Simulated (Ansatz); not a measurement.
# Transmission past a defect: W wire along [110], 5 atoms a period, vacancy of one W, part 3 of 4

Wanted: the relaxed defect and the transmission past it, beside the channels of the perfect wire.

Ansatz 0.2.0; DFT PBE, plane waves, PAW; relaxation of a wire's period (the session's first sound run).

So far, conductance of the lead as this run defines it (G₀): step 3 (the perfect wire) 1.91.

## (4) Relaxation of the scattering region

This step: DFT PBE, plane waves, PAW; relaxation of a junction in a wire, ends held (Ansatz 0.2.0).

System of this step: W wire along [110], 5 atoms a period, vacancy of one W. The cell holds 34 atoms: 34 W. Cell: a = 9.970 Å, b = 9.042 Å, c = 29.638 Å, α = 90.0°, β = 90.0°, γ = 90.0°. Regions: held atoms, 20 atoms (20 W); free atoms, 14 atoms (14 W). Vacuum lies along a and b. The structure's axis is c.

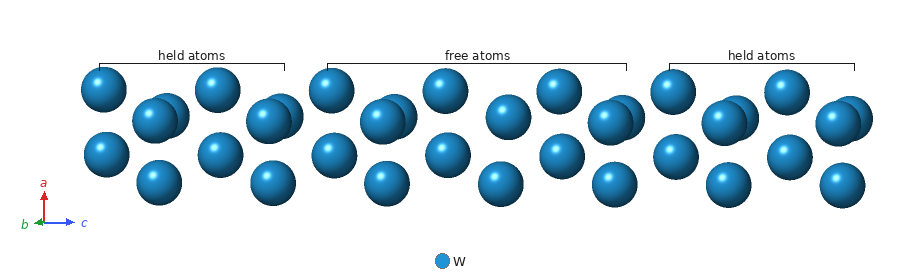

The cell of this step (tungsten blue).

14 atoms at the defect are free to relax, while 20 stay where the perfect wire has them, so that the ends still repeat as a lead. The cutoff is set under the files' recommended one to save time.

input.yaml

```yaml
crystal:
  lattice:
    - [9.97, 0.0, 0.0]
    - [0.0, 9.042, 0.0]
    - [0.0, 0.0, 29.6382369545]
  atoms:
    - { symbol: W, position: [0.450002829, 0.419408874, 0.0] }
    - { symbol: W, position: [0.689473792, 0.482532143, 0.0] }
    - { symbol: W, position: [0.349677814, 0.517040271, 0.071428571] }
    - { symbol: W, position: [0.578456359, 0.611020908, 0.071428571] }
    - { symbol: W, position: [0.591366136, 0.345916517, 0.071428571] }
    - { symbol: W, position: [0.450002829, 0.419408874, 0.142857143] }
    - { symbol: W, position: [0.689473792, 0.482532143, 0.142857143] }
    - { symbol: W, position: [0.349677814, 0.517040271, 0.214285714] }
    - { symbol: W, position: [0.578456359, 0.611020908, 0.214285714] }
    - { symbol: W, position: [0.591366136, 0.345916517, 0.214285714] }
    - { symbol: W, position: [0.450002829, 0.419408874, 0.285714286] }
    - { symbol: W, position: [0.689473792, 0.482532143, 0.285714286] }
    - { symbol: W, position: [0.349677814, 0.517040271, 0.357142857] }
    - { symbol: W, position: [0.578456359, 0.611020908, 0.357142857] }
    - { symbol: W, position: [0.591366136, 0.345916517, 0.357142857] }
    - { symbol: W, position: [0.453011856, 0.424938624, 0.428571429], spin: 0.6 }
    - { symbol: W, position: [0.689473792, 0.482532143, 0.428571429] }
    - { symbol: W, position: [0.349677814, 0.517040271, 0.5] }
    - { symbol: W, position: [0.591366136, 0.345916517, 0.5] }
    - { symbol: W, position: [0.450002829, 0.419408874, 0.571428571] }
    - { symbol: W, position: [0.689473792, 0.482532143, 0.571428571] }
    - { symbol: W, position: [0.349677814, 0.517040271, 0.642857143] }
    - { symbol: W, position: [0.578456359, 0.611020908, 0.642857143] }
    - { symbol: W, position: [0.591366136, 0.345916517, 0.642857143] }
    - { symbol: W, position: [0.450002829, 0.419408874, 0.714285714] }
    - { symbol: W, position: [0.689473792, 0.482532143, 0.714285714] }
    - { symbol: W, position: [0.349677814, 0.517040271, 0.785714286] }
    - { symbol: W, position: [0.578456359, 0.611020908, 0.785714286] }
    - { symbol: W, position: [0.591366136, 0.345916517, 0.785714286] }
    - { symbol: W, position: [0.450002829, 0.419408874, 0.857142857] }
    - { symbol: W, position: [0.689473792, 0.482532143, 0.857142857] }
    - { symbol: W, position: [0.349677814, 0.517040271, 0.928571429] }
    - { symbol: W, position: [0.578456359, 0.611020908, 0.928571429] }
    - { symbol: W, position: [0.591366136, 0.345916517, 0.928571429] }
magnetization:
  spin_polarized: true
kpoints:
  mp_grid: { grid: [1, 1, 1] }
scf:
  occupations: { method: fermi_dirac, width: 0.1 }
hamiltonian:
  xc: pbe
relax:
  constraints:
    - { sites: [0, 1, 2, 3, 4, 5, 6, 7, 8, 9, 24, 25, 26, 27, 28, 29, 30, 31, 32, 33] }
  f_tol: 0.06
  max_steps: 35
basis:
  ecutwfc: "350 eV"
```

The run is started by

```console
> ansatz run input.yaml --threads 4 --pin off --max-ram 16384MiB --backend cpu --events-out ev --progress --plain --runs-dir out
```

Numbers of over 12 decimals in the logs are rounded to 6 here.

Output:

```text
[...]
Crystal: 34 atoms, lattice volume = 2671.850 Å³
Basis set: ecut = 350 eV, 39775 PW (Γ), exchange–correlation on 128×120×384 points (8 copies of the dense FFT grid, shifted against one another)
Bands: 286, of which v1, the nominal top of the filled ones, is band 238 counted from 1 (237 counted from 0)
Symmetry: 1 space group operations
[...]
k-points: 1
[...]
Starting moments: Σ|m| = 0.6 μB on 1 of 34 sites
[...]
SCF iter   1: F=—  HF=-353030.198971 eV  |F-HF|=—  |Δ(HF+E_count)|=         —  Δρ=2.28e-2 (↑2.27e-2 ↓2.28e-2)  dr2=2.27e2  dr2_m=2.27e-2  M=0.174 μB ∫|m|=0.466 μB  β_m=0.30  ethr=3.10e-3  ⟨swp⟩=7.0  Hψ=2358  notcnv=0
[...]
spin=Collinear: LDOS preconditioning applied to the charge; magnetization (m = ρ↑ − ρ↓) channel mixes plain (no charge-response kernel on spin).
SCF iter   2: F=—  HF=-352990.981249 eV  |F-HF|=—  |Δ(HF+E_count)|=    3.92e1  Δρ=1.21e-2 (↑1.21e-2 ↓1.21e-2)  dr2=4.21e1  dr2_m=1.47e-2  M=0.177 μB ∫|m|=0.423 μB  β_m=0.40  ethr=3.10e-3  ⟨swp⟩=5.0  Hψ=1486  notcnv=0
[...]
SCF iter  37: F=-352982.692768 eV  HF=-352982.692774 eV  |F-HF|=6.29e-6  |Δ(HF+E_count)|=   1.25e-5  Δρ=6.54e-6 (↑4.50e-6 ↓6.54e-6)  dr2=7.52e-6  dr2_m=3.28e-7  M=-1.640 μB ∫|m|=2.423 μB  ethr=7.64e-10  ⟨swp⟩=4.0  Hψ=1423  notcnv=0
at 11 of the mixer's solves, the last at iteration 27, it left a direction of its history that read negative out of its fit and stepped the other way along it
SCF 1 converged in 37 iterations: F = -352982.692768 eV  dr2 = 7.52e-6
[...]
relax step   1: F+E_penalty+E_count = -352982.69276784 eV  Δ(F+E_penalty+E_count) = +0.000e0 eV  max|allowed force component| = 1.562e0 eV/Å  Δτ_max = 0.0000 Å  (37 SCF iters, dr2 threshold 9.00e-5 eV, accepted)
[...]
Starting moments: Σ|m| = 0.6 μB on 1 of 34 sites; this step starts from the density that it was given
[...]
SCF iter   8: F=-352982.909447 eV  HF=-352982.909454 eV  |F-HF|=7.28e-6  |Δ(HF+E_count)|=   5.35e-5  Δρ=1.53e-5 (↑1.53e-5 ↓1.48e-5)  dr2=2.03e-5  dr2_m=4.48e-6  M=-1.049 μB ∫|m|=1.552 μB  ethr=1.78e-8  ⟨swp⟩=4.0  Hψ=1676  notcnv=0
SCF 2 converged in 8 iterations: F = -352982.909447 eV  dr2 = 2.03e-5
[...]
relax step   2: F+E_penalty+E_count = -352982.90944708 eV  Δ(F+E_penalty+E_count) = -2.167e-1 eV  max|allowed force component| = 1.896e0 eV/Å  Δτ_max = 0.1964 Å  (8 SCF iters, dr2 threshold 1.00e-4 eV, accepted)
[...]
SCF iter   7: F=-352983.237371 eV  HF=-352983.237382 eV  |F-HF|=1.09e-5  |Δ(HF+E_count)|=   6.13e-5  Δρ=1.21e-5 (↑1.06e-5 ↓1.21e-5)  dr2=2.48e-5  dr2_m=1.10e-6  M=-1.104 μB ∫|m|=1.635 μB  ethr=1.80e-8  ⟨swp⟩=4.0  Hψ=1638  notcnv=0
SCF 3 converged in 7 iterations: F = -352983.237371 eV  dr2 = 2.48e-5
relax step   3: F+E_penalty+E_count = -352983.23737068 eV  Δ(F+E_penalty+E_count) = -3.279e-1 eV  max|allowed force component| = 4.609e-1 eV/Å  Δτ_max = 0.1939 Å  (7 SCF iters, dr2 threshold 1.00e-4 eV, accepted)
[... from here on, the SCF cycles and remarks between the steps are left out ...]
relax step   4: F+E_penalty+E_count = -352983.37648019 eV  Δ(F+E_penalty+E_count) = -1.391e-1 eV  max|allowed force component| = 5.521e-1 eV/Å  Δτ_max = 0.1949 Å  (10 SCF iters, dr2 threshold 1.33e-5 eV, accepted)
relax step   5: F+E_penalty+E_count = -352983.53739829 eV  Δ(F+E_penalty+E_count) = -1.609e-1 eV  max|allowed force component| = 7.663e-1 eV/Å  Δτ_max = 0.1959 Å  (12 SCF iters, dr2 threshold 1.91e-5 eV, accepted)
relax step   6: F+E_penalty+E_count = -352983.77287343 eV  Δ(F+E_penalty+E_count) = -2.355e-1 eV  max|allowed force component| = 1.094e0 eV/Å  Δτ_max = 0.1949 Å  (10 SCF iters, dr2 threshold 1.00e-4 eV, accepted)
relax step   7: F+E_penalty+E_count = -352984.11550061 eV  Δ(F+E_penalty+E_count) = -3.426e-1 eV  max|allowed force component| = 1.249e0 eV/Å  Δτ_max = 0.1949 Å  (10 SCF iters, dr2 threshold 1.00e-4 eV, accepted)
relax step   8: F+E_penalty+E_count = -352984.48575370 eV  Δ(F+E_penalty+E_count) = -3.703e-1 eV  max|allowed force component| = 1.010e0 eV/Å  Δτ_max = 0.1949 Å  (7 SCF iters, dr2 threshold 1.00e-4 eV, accepted)
relax step   9: F+E_penalty+E_count = -352984.78356706 eV  Δ(F+E_penalty+E_count) = -2.978e-1 eV  max|allowed force component| = 8.395e-1 eV/Å  Δτ_max = 0.2000 Å  (6 SCF iters, dr2 threshold 1.00e-4 eV, accepted)
relax step  10: F+E_penalty+E_count = -352985.03027721 eV  Δ(F+E_penalty+E_count) = -2.467e-1 eV  max|allowed force component| = 4.753e-1 eV/Å  Δτ_max = 0.1949 Å  (6 SCF iters, dr2 threshold 1.00e-4 eV, accepted)
relax step  11: F+E_penalty+E_count = -352985.19559946 eV  Δ(F+E_penalty+E_count) = -1.653e-1 eV  max|allowed force component| = 5.773e-1 eV/Å  Δτ_max = 0.1949 Å  (7 SCF iters, dr2 threshold 7.24e-5 eV, accepted)
relax step  12: F+E_penalty+E_count = -352985.34783629 eV  Δ(F+E_penalty+E_count) = -1.522e-1 eV  max|allowed force component| = 4.285e-1 eV/Å  Δτ_max = 0.1941 Å  (7 SCF iters, dr2 threshold 1.00e-4 eV, accepted)
relax step  13: F+E_penalty+E_count = -352985.49998993 eV  Δ(F+E_penalty+E_count) = -1.522e-1 eV  max|allowed force component| = 5.460e-1 eV/Å  Δτ_max = 0.1942 Å  (7 SCF iters, dr2 threshold 1.00e-4 eV, accepted)
relax step  14: F+E_penalty+E_count = -352985.72539219 eV  Δ(F+E_penalty+E_count) = -2.254e-1 eV  max|allowed force component| = 7.678e-1 eV/Å  Δτ_max = 0.1948 Å  (7 SCF iters, dr2 threshold 1.00e-4 eV, accepted)
relax step  15: F+E_penalty+E_count = -352986.06773572 eV  Δ(F+E_penalty+E_count) = -3.423e-1 eV  max|allowed force component| = 7.162e-1 eV/Å  Δτ_max = 0.1947 Å  (8 SCF iters, dr2 threshold 1.00e-4 eV, accepted)
relax step  16: F+E_penalty+E_count = -352986.24764601 eV  Δ(F+E_penalty+E_count) = -1.799e-1 eV  max|allowed force component| = 1.023e0 eV/Å  Δτ_max = 0.1962 Å  (7 SCF iters, dr2 threshold 1.00e-4 eV, accepted)
relax step  17: F+E_penalty+E_count = -352986.51569516 eV  Δ(F+E_penalty+E_count) = -2.680e-1 eV  max|allowed force component| = 6.161e-1 eV/Å  Δτ_max = 0.2000 Å  (7 SCF iters, dr2 threshold 1.00e-4 eV, accepted)
relax step  18: F+E_penalty+E_count = -352986.64408038 eV  Δ(F+E_penalty+E_count) = -1.284e-1 eV  max|allowed force component| = 3.057e-1 eV/Å  Δτ_max = 0.1949 Å  (7 SCF iters, dr2 threshold 1.00e-4 eV, accepted)
relax step  19: F+E_penalty+E_count = -352986.69322919 eV  Δ(F+E_penalty+E_count) = -4.915e-2 eV  max|allowed force component| = 1.978e-1 eV/Å  Δτ_max = 0.2000 Å  (8 SCF iters, dr2 threshold 2.30e-5 eV, accepted)
relax step  20: F+E_penalty+E_count = -352986.64217808 eV  Δ(F+E_penalty+E_count) = +5.105e-2 eV  max|allowed force component| = 4.167e-1 eV/Å  Δτ_max = 0.2000 Å  (9 SCF iters, dr2 threshold 9.63e-6 eV, rejected (line search))
relax step  21: F+E_penalty+E_count = -352986.71108205 eV  Δ(F+E_penalty+E_count) = -1.785e-2 eV  max|allowed force component| = 8.253e-2 eV/Å  Δτ_max = 0.0866 Å  (12 SCF iters, accepted)
relax step  22: F+E_penalty+E_count = -352986.71156716 eV  Δ(F+E_penalty+E_count) = -4.851e-4 eV  max|allowed force component| = 1.115e-1 eV/Å  Δτ_max = 0.0312 Å  (9 SCF iters, accepted)
relax step  23: F+E_penalty+E_count = -352986.65563650 eV  Δ(F+E_penalty+E_count) = +5.593e-2 eV  max|allowed force component| = 4.102e-1 eV/Å  Δτ_max = 0.1500 Å  (11 SCF iters, rejected (line search))
[...]
SCF iter  11: F=-352986.714133 eV  HF=-352986.714133 eV  |F-HF|=7.57e-10  |Δ(HF+E_count)|=   3.65e-8  Δρ=3.14e-7 (↑3.14e-7 ↓2.94e-7)  dr2=1.94e-8  dr2_m=1.37e-10  M=-0.000 μB ∫|m|=0.000 μB  ethr=2.10e-11  ⟨swp⟩=4.0  Hψ=1438  notcnv=0
[...]
SCF 24 converged in 11 iterations: F = -352986.714133 eV  dr2 = 1.94e-8
relax step  24: F+E_penalty+E_count = -352986.71413346 eV  Δ(F+E_penalty+E_count) = -2.566e-3 eV  max|allowed force component| = 4.406e-2 eV/Å  Δτ_max = 0.0228 Å  (11 SCF iters, accepted)
SCF converged after 11 iterations
Magnetization: -0.0001 μB (238.0000 up, 238.0000 down)
Absolute magnetization: 0.0002 μB (∫|ρ↑−ρ↓|, with the PAW one-centre terms)
[...]
Per-site moments (μB) at R_I (Å): [(-3.6155197140783896e-7, 1.012605), (2.6901446488458736e-7, 1.012605), (-9.519810588107679e-8, 1.004056), (2.0870466424514416e-7, 0.990217), (2.778963818160592e-7, 0.990217), (1.754480033694679e-7, 1.012605), (-1.6881327671793955e-7, 1.012605), (7.087652917037289e-7, 1.004056), (1.272213684264385e-6, 0.990217), (6.459721565786453e-7, 0.990217), (3.4820729210604057e-6, 0.972314), (3. [...]
Free energy (F): -352986.714133 eV
[...]
Internal energy: -352985.410912 eV  (E = F + TS)
E sigma→0 (E₀):  -352986.062523 eV
Entropy (-TS):   -1.303222 eV (-38.330 meV/atom)
Fermi energy:    1.651434 eV
[...]
--- Forces (eV/Å), atoms counted from 1 ---
  atom   1  W      0.02265952     0.21946030     0.02462013
  atom   2  W     -0.05462251     0.03026632     0.02270026
  atom   3  W     -0.16129623    -0.06436746    -0.12203127
  atom   4  W      0.07880302    -0.03690680     0.02339713
  atom   5  W      0.03842260    -0.16588642    -0.04095272
  atom   6  W      0.31051153     0.06983300     0.14241355
  atom   7  W     -0.25578617     0.03461944     0.13562332
  atom   8  W     -0.07038158     0.15460273     0.10926984
  atom   9  W     -0.01556612    -0.32306938     0.40647400
  atom  10  W      0.07875886     0.20346694     0.46459435
  atom  11  W      0.01452108     0.01238865    -0.02860879
  atom  12  W      0.03732449     0.01068678     0.03620280
  atom  13  W      0.02550249     0.00038031     0.00193137
  atom  14  W     -0.02145737    -0.02630026    -0.03671348
  atom  15  W     -0.02201596    -0.00961635    -0.01337165
  atom  16  W      0.00709792     0.02130200     0.02439939
  atom  17  W     -0.02112919     0.01613254     0.02283394
  atom  18  W      0.01766500    -0.00764964    -0.04406332
  atom  19  W      0.00812122    -0.00543607     0.01222941
  atom  20  W     -0.02663501    -0.00096322     0.00634418
  atom  21  W     -0.01942522     0.00325809     0.00505652
  atom  22  W      0.01118139     0.00815699    -0.01775143
  atom  23  W      0.01136081    -0.00303897     0.00190182
  atom  24  W      0.01217365    -0.01775251     0.01736930
  atom  25  W      1.05285351     0.33665257    -0.11983021
  atom  26  W     -0.98374780     0.07956264    -0.41464171
  atom  27  W     -0.27570876     0.16796443    -0.11162689
  atom  28  W      0.11187626    -0.27225196    -0.46169760
  atom  29  W      0.12064517    -0.37242898    -0.03563498
  atom  30  W      0.21703463     0.09680152     0.05707006
  atom  31  W     -0.21054544     0.12653098    -0.10696089
  atom  32  W     -0.17992644    -0.05521776     0.05831760
  atom  33  W      0.09052490    -0.07373346    -0.05201977
  atom  34  W      0.05118884    -0.15727773     0.03316892
  max |Σ_I F_I| component: 1.69e-4 eV/Å
--- Relaxed structure (24 steps of the walk, 22 accepted, 0 SCFs on fresh bases) ---
  F+E_penalty+E_count = -352986.71413346 eV   max|allowed force component| = 4.406e-2 eV/Å
  atoms:
    - { symbol: W, position: [0.450003, 0.419409, 0.0] }
    - { symbol: W, position: [0.689473792, 0.482532, 0.0] }
    - { symbol: W, position: [0.349677814, 0.517040271, 0.071429] }
    - { symbol: W, position: [0.578456359, 0.611020908, 0.071429] }
    - { symbol: W, position: [0.591366136, 0.345916517, 0.071429] }
    - { symbol: W, position: [0.450003, 0.419409, 0.142857] }
    - { symbol: W, position: [0.689473792, 0.482532, 0.142857] }
    - { symbol: W, position: [0.349677814, 0.517040271, 0.214286] }
    - { symbol: W, position: [0.578456359, 0.611020908, 0.214286] }
    - { symbol: W, position: [0.591366136, 0.345916517, 0.214286] }
    - { symbol: W, position: [0.453178, 0.435225, 0.287746] }
    - { symbol: W, position: [0.683921, 0.491896, 0.288902] }
    - { symbol: W, position: [0.363983, 0.491570, 0.367213] }
    - { symbol: W, position: [0.575768, 0.633905, 0.358114] }
    - { symbol: W, position: [0.588647, 0.383241, 0.372013] }
    - { symbol: W, position: [0.456625, 0.545871, 0.449284] }
    - { symbol: W, position: [0.695802, 0.541814, 0.442307] }
    - { symbol: W, position: [0.588122, 0.709464, 0.502094] }
    - { symbol: W, position: [0.583177, 0.379264, 0.501802] }
    - { symbol: W, position: [0.456093, 0.545661, 0.554506] }
    - { symbol: W, position: [0.694930, 0.540023, 0.562010] }
    - { symbol: W, position: [0.362600, 0.487655, 0.636035] }
    - { symbol: W, position: [0.576642, 0.626632, 0.646553] }
    - { symbol: W, position: [0.586578, 0.376785, 0.630789] }
    - { symbol: W, position: [0.450003, 0.419409, 0.714286] }
    - { symbol: W, position: [0.689473792, 0.482532, 0.714286] }
    - { symbol: W, position: [0.349677814, 0.517040271, 0.785714286] }
    - { symbol: W, position: [0.578456359, 0.611020908, 0.785714286] }
    - { symbol: W, position: [0.591366136, 0.345916517, 0.785714286] }
    - { symbol: W, position: [0.450003, 0.419409, 0.857142857] }
    - { symbol: W, position: [0.689473792, 0.482532, 0.857142857] }
    - { symbol: W, position: [0.349677814, 0.517040271, 0.928571] }
    - { symbol: W, position: [0.578456359, 0.611020908, 0.928571] }
    - { symbol: W, position: [0.591366136, 0.345916517, 0.928571] }
```

The job ended after 15 min (4 threads of Arm Neoverse V1, shared host; peak memory 3.2 GiB).

The steps of the relaxation (22 of 24):

```
step  energy less that of the first step (eV)  largest force component (eV/Å)
   1                                   0.0000                          1.5619
   2                                  -0.2167                          1.8960
   3                                  -0.5446                          0.4609
   4                                  -0.6837                          0.5521
   5                                  -0.8446                          0.7663
   6                                  -1.0801                          1.0941
   8                                  -1.7930                          1.0104
   9                                  -2.0908                          0.8395
  10                                  -2.3375                          0.4753
  11                                  -2.5028                          0.5773
  12                                  -2.6551                          0.4285
  13                                  -2.8072                          0.5460
  14                                  -3.0326                          0.7678
  15                                  -3.3750                          0.7162
  16                                  -3.5549                          1.0227
  17                                  -3.8229                          0.6161
  19                                  -4.0005                          0.1978
  20                                  -3.9494                          0.4167
  21                                  -4.0183                          0.0825
  22                                  -4.0188                          0.1115
  23                                  -3.9629                          0.4102
  24                                  -4.0214                          0.0441
```

Relaxation steps 20, 23 were tried and not accepted.

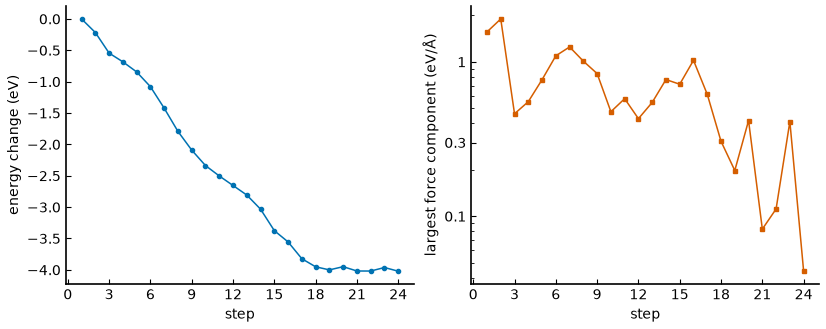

Energy and largest force along the relaxation.

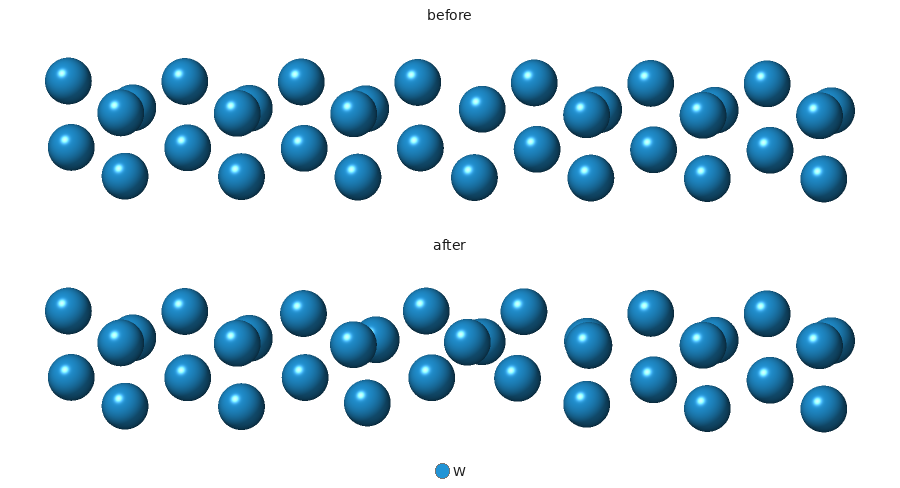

The structure before and after the relaxation, drawn at the same scale.

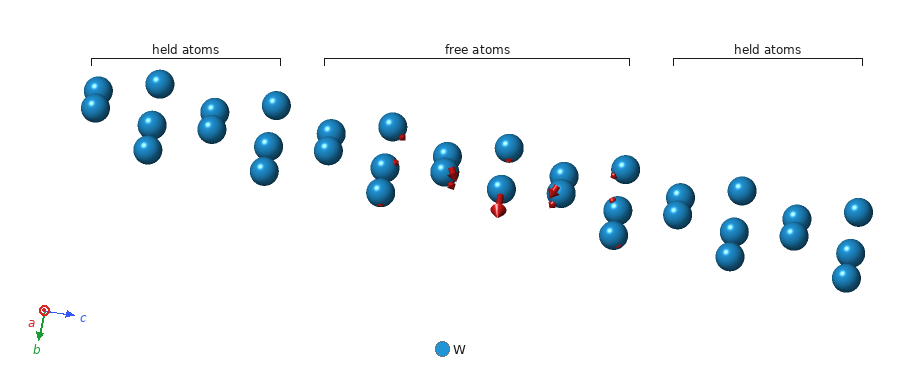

Displacements in the relaxation, scaled; the longest in the cell stands for 2.95 Å.

The atoms that moved most (Å):

```
atom      dx      dy      dz  length
 W18   2.377   1.740   0.062   2.947
 W16   0.036   1.093   0.614   1.255
 W20   0.061   1.142  -0.502   1.248
 W17   0.063   0.536   0.407   0.676
 W21   0.054   0.520  -0.279   0.593
 W15  -0.027   0.337   0.441   0.556
 W24  -0.048   0.279  -0.358   0.456
 W13   0.143  -0.230   0.298   0.403
```

The relaxed structure:

```cif
data_structure
_symmetry_space_group_name_H-M 'P 1'
_symmetry_Int_Tables_number 1
_cell_length_a 9.9700
_cell_length_b 9.0420
_cell_length_c 29.6382
_cell_angle_alpha 90.000
_cell_angle_beta 90.000
_cell_angle_gamma 90.000
_cell_volume 2671.85
loop_
_atom_site_label
_atom_site_type_symbol
_atom_site_fract_x
_atom_site_fract_y
_atom_site_fract_z
_atom_site_occupancy
W1 W 0.45000 0.41941 0.00000 1
W2 W 0.68947 0.48253 0.00000 1
W3 W 0.34968 0.51704 0.07143 1
W4 W 0.57846 0.61102 0.07143 1
W5 W 0.59137 0.34592 0.07143 1
W6 W 0.45000 0.41941 0.14286 1
W7 W 0.68947 0.48253 0.14286 1
W8 W 0.34968 0.51704 0.21429 1
W9 W 0.57846 0.61102 0.21429 1
W10 W 0.59137 0.34592 0.21429 1
W11 W 0.45318 0.43522 0.28775 1
W12 W 0.68392 0.49190 0.28890 1
W13 W 0.36398 0.49157 0.36721 1
W14 W 0.57577 0.63391 0.35811 1
W15 W 0.58865 0.38324 0.37201 1
W16 W 0.45663 0.54587 0.44928 1
W17 W 0.69580 0.54181 0.44231 1
W18 W 0.58812 0.70946 0.50209 1
W19 W 0.58318 0.37926 0.50180 1
W20 W 0.45609 0.54566 0.55451 1
W21 W 0.69493 0.54002 0.56201 1
W22 W 0.36260 0.48765 0.63604 1
W23 W 0.57664 0.62663 0.64655 1
W24 W 0.58658 0.37679 0.63079 1
W25 W 0.45000 0.41941 0.71429 1
W26 W 0.68947 0.48253 0.71429 1
W27 W 0.34968 0.51704 0.78571 1
W28 W 0.57846 0.61102 0.78571 1
W29 W 0.59137 0.34592 0.78571 1
W30 W 0.45000 0.41941 0.85714 1
W31 W 0.68947 0.48253 0.85714 1
W32 W 0.34968 0.51704 0.92857 1
W33 W 0.57846 0.61102 0.92857 1
W34 W 0.59137 0.34592 0.92857 1
```

Numbers from this step:

- energy at zero smearing: -352986.0625 eV

The largest force component on a free atom ends at 0.044 eV/Å, under the limit of 0.06.  7 atoms of the wire itself, hydrogen apart, moved by over 0.45 Å, up to 2.95 Å.

[end of part 3 of 4]

[Logs are printed without paths, hosts, clocks, repeated set-up lines and the standing remarks that a program may print on its own settings, such as how far it seeks lower states.]

[Hosts, paths, dates, database ids (printed as entryN), source tags and the programs' standing remarks are cut or masked in the printed files.]
